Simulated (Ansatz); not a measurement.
# SnH2ClO2 (SMILES [OH][Sn]([OH])[Cl]) at 6 levels

We compute a comparison of 6 runs (U-wB97X/def2-SVP, UBLYP/def2-SVP, UCAM-B3LYP/def2-SVP, UHSE06/def2-SVP, RPA@PBE0/def2-SVP, UCCSD(T)/def2-SVP) of SnH2ClO2. 

The calculation is run with Ansatz 0.2.0.

63 further runs of the same task are left out: 63 set aside as unsound or not needed.

## (1) Starting point

SnH2ClO2 has 6 atoms, charge 0, and is taken as a doublet. As SMILES, `[OH][Sn]([OH])[Cl]`. One bond was lengthened or shortened from a relaxed shape.

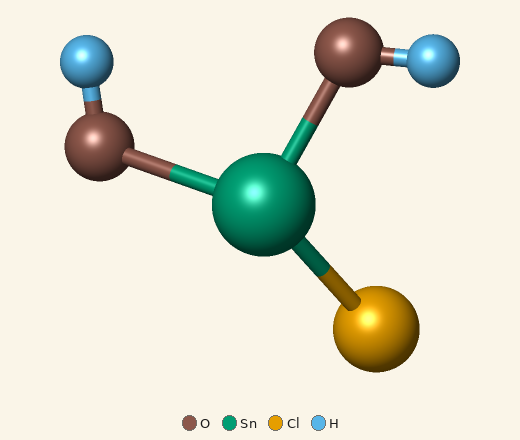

The structure, seen from a chosen angle (oxygen brown, tin teal, chlorine amber, hydrogen blue).

## (2) The energy at U-wB97X/def2-SVP (core potential) (run 1)

job.yaml reads:

```yaml
crystal:
  periodic: [false, false, false]
  atoms:
    - {symbol: O, position_ang: [-0.580124, 1.479967, -0.408447]}
    - {symbol: Sn, position_ang: [0.239076, -0.238733, -0.909847]}
    - {symbol: O, position_ang: [1.256500, -0.847900, 1.007700]}
    - {symbol: Cl, position_ang: [-1.460924, -1.797633, -1.356747]}
    - {symbol: H, position_ang: [-1.315424, 1.745867, -0.968647]}
    - {symbol: H, position_ang: [1.372100, -0.087800, 1.589200]}
basis:
  gaussian:
    orbitals: def2-SVP
magnetization:
  spin_polarized: true
  initial_magnetization: 1
hamiltonian:
  xc: {name: wB97X}
accuracy: high
output: {orbitals: {seedname: orbitals}}
```

The run is started by

```bash
$ ansatz run job.yaml --threads 1 --pin off --max-ram 3480MiB --events-out events.jsonl --progress --plain --runs-dir runs
```

The log of the run:

```text
Warning: RAYON_NUM_THREADS=1 ignored (pool sized by the plan → 1); use --threads N
Functional definition: wB97X
  name "wB97X"
  parameter omega = 0.3/bohr
  parameter cx = 0.157706
  parameter cx1 = 0.726479
  parameter cx2 = 1.04760
  parameter cx3 = -5.70635
  parameter cx4 = 13.2794
  parameter css1 = -4.33879
  parameter css2 = 18.2308
  parameter css3 = -31.7430
  parameter css4 = 17.2901
  parameter cos1 = 2.37031
  parameter cos2 = -11.3995
  parameter cos3 = 6.58405
  parameter cos4 = -3.78132
  exchange = spin_sum(e_x_unif_sr(omega)*poly(b97_u_x, 1 - cx, cx1, cx2, cx3, cx4)) + cx*exact_x_sr(omega)
      + exact_x_lr(omega)
  correlation = spin_sum(e_c_pw_same_spin*poly(b97_u_same, 1, css1, css2, css3, css4))
      + integral(e_c_pw_opposite_spin*poly(b97_u_opposite, 1, cos1, cos2, cos3, cos4))
1785 factors; integrals over basis functions are off by at most 3.5e-9 eV
352 factors; integrals over basis functions are off by at most 1.7e-9 eV
mean field evaluation 1: about -22464.7342 eV, gradient 4.8e1 eV
mean field evaluation 2: about -22450.9431 eV, gradient 7.5e1 eV
mean field evaluation 4: about -22473.8571 eV, gradient 5.4e0 eV
mean field evaluation 8: about -22474.0719 eV, gradient 2.8e-1 eV
mean field evaluation 16: about -22474.0760 eV, gradient 6.3e-3 eV
mean field evaluation 32: about -22474.0760 eV, gradient 1.3e-6 eV
mean field -22474.07603921 eV, -825.9070609652 hartree, gradient 4.9e-8 eV, S^2 0.768809; 0 other end points of the search recorded, 0 dependent functions left out
reference -22474.07603630 eV, -825.9070608583 hartree; 29, 28 occupied and 53, 54 virtual orbitals, 1785 factors
Total energy: -22474.07603630 eV, -825.9070608583 hartree
```

Run time: 65 s. Hardware: 1 thread of Arm Neoverse V2, shared host; peak memory 0.86 GiB.

## (3) The energy at UBLYP/def2-SVP (core potential) (run 2)

run.yaml reads:

```yaml
crystal:
  periodic: [false, false, false]
  atoms:
    - symbol: O
      position_ang: [-0.580124, 1.479967, -0.408447]
    - symbol: Sn
      position_ang: [0.239076, -0.238733, -0.909847]
    - symbol: O
      position_ang: [1.256500, -0.847900, 1.007700]
    - symbol: Cl
      position_ang: [-1.460924, -1.797633, -1.356747]
    - symbol: H
      position_ang: [-1.315424, 1.745867, -0.968647]
    - symbol: H
      position_ang: [1.372100, -0.087800, 1.589200]
basis:
  gaussian: {orbitals: def2-SVP}
magnetization: {spin_polarized: true, initial_magnetization: 1}
hamiltonian: {xc: {name: BLYP}}
accuracy: high
output: {orbitals: {seedname: orbitals}}
```

The run is started by

```bash
$ ansatz run run.yaml --threads 1 --pin off --max-ram 3480MiB --events-out events.jsonl --progress --plain --runs-dir runs
```

The log of the run:

```text
Warning: RAYON_NUM_THREADS=1 ignored (pool sized by the plan → 1); use --threads N
Functional definition: BLYP
  name "BLYP"
  parameter beta = 0.0042
  parameter a = 0.04918
  parameter b = 0.132
  parameter c = 0.2533
  parameter d = 0.349
  exchange = b88_x(beta = beta)
  correlation = lyp_c(a = a, b = b, c = c, d = d)
1785 factors; integrals over basis functions are off by at most 3.5e-9 eV
mean field evaluation 1: about -22456.8760 eV, gradient 6.2e1 eV
mean field evaluation 2: about -22261.5066 eV, gradient 1.7e2 eV
mean field evaluation 4: about -22457.2298 eV, gradient 5.2e1 eV
mean field evaluation 8: about -22472.2986 eV, gradient 7.3e-1 eV
mean field evaluation 16: about -22472.3002 eV, gradient 2.9e-4 eV
mean field evaluation 32: about -22472.0980 eV, gradient 5.1e0 eV
mean field -22472.30021421 eV, -825.8418006001 hartree, gradient 3.7e-8 eV, S^2 0.753093; 1 other end points of the search recorded, 0 dependent functions left out
reference -22472.30026433 eV, -825.8418024418 hartree; 29, 28 occupied and 53, 54 virtual orbitals, 1785 factors
Total energy: -22472.30026433 eV, -825.8418024418 hartree
```

It took 10 s on 1 thread of Arm Neoverse V2, shared host; peak memory 0.26 GiB.

Runs 3 to 5 aren't shown in full; the table further down has their settings and results.

## (4) The energy at UCCSD(T)/def2-SVP (core potential) (run 6)

in.yaml reads:

```yaml
crystal:
  periodic: [false, false, false]
  atoms:
    - symbol: O
      position_ang: [-0.580124, 1.479967, -0.408447]
    - symbol: Sn
      position_ang: [0.239076, -0.238733, -0.909847]
    - symbol: O
      position_ang: [1.256500, -0.847900, 1.007700]
    - symbol: Cl
      position_ang: [-1.460924, -1.797633, -1.356747]
    - symbol: H
      position_ang: [-1.315424, 1.745867, -0.968647]
    - symbol: H
      position_ang: [1.372100, -0.087800, 1.589200]
basis:
  gaussian:
    orbitals: def2-SVP
accuracy: high
correlation:
  method: ccsd_t
  frozen_orbitals: {Cl: 5, H: 0, O: 1, Sn: 4}
scf:
  omitted_lower_state_checks: [cluster_reference, increment]
magnetization:
  spin_polarized: true
  initial_magnetization: 1
```

The run is started by

```bash
$ ansatz run in.yaml --threads 1 --pin off --max-ram 3480MiB --events-out events.jsonl --progress --plain --runs-dir runs
```

The log of the run:

```text
Warning: RAYON_NUM_THREADS=1 ignored (pool sized by the plan → 1); use --threads N
[... 13 lines left out ...]
11 core orbitals not correlated: weight in the atoms' cores, before any rotation towards them, 1.000 or more for the frozen orbitals, at most 0.000 for the correlated occupied ones
[... 34 lines left out ...]
Total energy: -22426.05394354 eV, -824.1422814996 hartree
Checks for a lower state left out: cluster_reference, increment
```

It took 1.9 min on 1 thread of Arm Neoverse V2, shared host; peak memory 0.84 GiB.

## (5) Overview of the runs

| run | level | frozen core orbitals | energy (Eh) | HOMO energy (eV) | LUMO energy (eV) | ⟨S²⟩ | wall time |
| --- | --- | --- | --- | --- | --- | --- | --- |
| 1 | U-wB97X/def2-SVP (core potential) | – | -825.907061 | -9.40 | -2.84 | 0.769 | 65 s |
| 2 | UBLYP/def2-SVP (core potential) | – | -825.841802 | -5.77 | -5.06 | 0.753 | 10 s |
| 3 | UCAM-B3LYP/def2-SVP (core potential) | – | -825.853104 | -8.49 | -3.54 | 0.767 | 16 s |
| 4 | UHSE06/def2-SVP (core potential) | – | -825.591327 | -6.90 | -4.84 | 0.762 | 18 s |
| 5 | RPA@PBE0/def2-SVP (core potential) | 11 | -824.318277 | – | – | 0.763 | 26 s |
| 6 | UCCSD(T)/def2-SVP (core potential) | 11 | -824.142281 | – | – | 0.821 | 1.9 min |

## (6) Summary of results

| quantity | value |
| --- | --- |
| run 6: total energy | -824.14228 Eh |
| run 6: correlation energy (11 core orbitals frozen) | -647.4 mEh |
| run 6: (T) correction | -16.41 mEh |
| run 6: ⟨S²⟩ of the reference determinant | 0.821 |
| run 6: T1 diagnostic | 0.021 |

**Reading.** Totals of different functionals can't be ranked against each other. All runs together took 4.2 min, the longest 1.9 min.
